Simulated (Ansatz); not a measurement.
# What a change does: single-point calculation on C$_{3}$H$_{10}$Si$_{2}$

System: C$_{3}$H$_{10}$Si$_{2}$, SMILES C=C([SiH3])C[SiH3].
Method of the first run: RKS B2PLYP (frozen core)/def2-TZVPP (Ansatz 0.2.0).

The geometry comes from this level: PBE0-D4/def2-TZVP. Text and figures count atoms from 1; the logs count them from 0 in places.

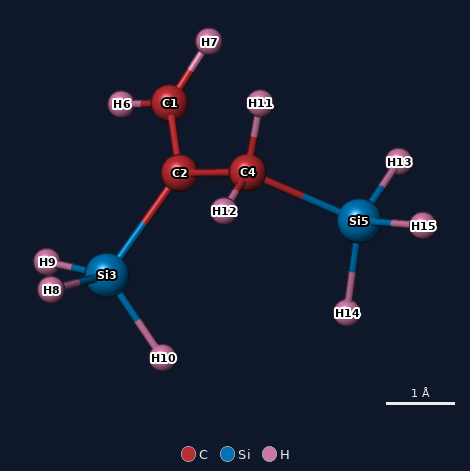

Fig. 1: The structure (ball-and-stick view, seen at a tilt; atoms are numbered from 1 in the order of the input). Bond lengths as drawn: C–C 1.33 to 1.50 Å, C–H 1.08 to 1.10 Å, C–Si 1.87 to 1.89 Å and H–Si 1.49 Å.

**The input, the first run**
```yaml
crystal:
  periodic: [false, false, false]
  atoms:
    - {symbol: C, position_ang: [-0.132171, 0.057971, 1.894380]}
    - {symbol: C, position_ang: [-0.390154, -0.193659, 0.609699]}
    - {symbol: Si, position_ang: [-1.994273, 0.417477, -0.132683]}
    - {symbol: C, position_ang: [0.567519, -0.952443, -0.261663]}
    - {symbol: Si, position_ang: [1.769859, 0.207271, -1.140359]}
    - {symbol: H, position_ang: [-0.816292, 0.625592, 2.515676]}
    - {symbol: H, position_ang: [0.776429, -0.298155, 2.376619]}
    - {symbol: H, position_ang: [-2.798786, -0.742110, -0.609000]}
    - {symbol: H, position_ang: [-2.761212, 1.169616, 0.893314]}
    - {symbol: H, position_ang: [-1.744794, 1.293965, -1.309235]}
    - {symbol: H, position_ang: [1.165718, -1.653205, 0.331045]}
    - {symbol: H, position_ang: [0.044115, -1.542193, -1.021630]}
    - {symbol: H, position_ang: [2.625468, 0.882610, -0.129881]}
    - {symbol: H, position_ang: [1.031093, 1.240081, -1.912554]}
    - {symbol: H, position_ang: [2.635781, -0.563519, -2.074328]}
basis:
  gaussian: {orbitals: def2-TZVPP}
hamiltonian: {xc: {name: B2PLYP}}
```

Hardware: 4 CPU threads, shared host.

**Output (the first run)**
```
Functional definition: B2PLYP
  parameter a = 0.53
  parameter c = 0.27
  exchange = (1 - a)*b88_x + a*exact_x
  correlation = (1 - c)*lyp_c + c*(mp2_os + mp2_ss)
1811 factors; integrals over basis functions are off by at most 1.0e-3 eV
mean field evaluation 1: about -19008.0974 eV, gradient 4.7e1 eV
mean field evaluation 2: about -19008.2617 eV, gradient 4.7e1 eV
mean field evaluation 4: about -19013.5854 eV, gradient 5.0e0 eV
mean field evaluation 8: about -19013.6493 eV, gradient 5.3e-1 eV
mean field evaluation 16: about -19013.6500 eV, gradient 1.8e-4 eV
mean field -19013.64996006 eV, -698.7387481175 hartree, gradient 3.7e-6 eV, S^2 0.000000; 0 other end points of the search recorded, 0 dependent functions left out
13 core orbitals not correlated: weight in the atoms' cores, before any rotation towards them, 1.000 or more for the frozen orbitals, at most 0.000 for the correlated occupied ones
reference -19013.65016729 eV, -698.7387557330 hartree; 15, 15 occupied and 289, 289 virtual orbitals, 1811 factors
second order -25.24355850 eV of doubles, -0.00000000 eV of singles
Total energy: -19020.46592809 eV, -698.9892303224 hartree
```

For the second run the input was changed thus:
```diff
-hamiltonian: {xc: {name: B2PLYP}}
+hamiltonian: {xc: {name: PBE-QIDH}}
```

Predict how the results change.

The total energies belong to different methods, so their difference says nothing on which is more stable or more accurate. The functional changes from B2PLYP to PBE-QIDH.

**Output (the second run)**
```
Functional definition: PBE-QIDH
  parameter a = 3^(-1/3)
  parameter c = 1/3
  exchange = (1 - a)*pbe_x + a*exact_x
  correlation = (1 - c)*pbe_c + c*(mp2_os + mp2_ss)
1811 factors; integrals over basis functions are off by at most 1.0e-3 eV
mean field evaluation 1: about -19002.1731 eV, gradient 4.0e1 eV
mean field evaluation 2: about -19002.3850 eV, gradient 4.0e1 eV
mean field evaluation 4: about -19006.4918 eV, gradient 4.1e0 eV
mean field evaluation 8: about -19006.5422 eV, gradient 3.6e-1 eV
mean field evaluation 16: about -19006.5425 eV, gradient 1.7e-4 eV
mean field -19006.54247425 eV, -698.4775528314 hartree, gradient 9.7e-6 eV, S^2 0.000000; 0 other end points of the search recorded, 0 dependent functions left out
13 core orbitals not correlated: weight in the atoms' cores, before any rotation towards them, 1.000 or more for the frozen orbitals, at most 0.000 for the correlated occupied ones
reference -19006.54249018 eV, -698.4775534167 hartree; 15, 15 occupied and 289, 289 virtual orbitals, 1811 factors
second order -23.41602955 eV of doubles, -0.00000000 eV of singles
Total energy: -19014.34783336 eV, -698.7643944880 hartree
```

**The two runs side by side**

| quantity | the first run | the second run |
| --- | --- | --- |
| outcome | converged | converged |
| total energy (hartree) | −698.989230 | −698.764394 |
| basis functions | 317 | 317 |
| wall time (shared host) | 10 s | 12 s |
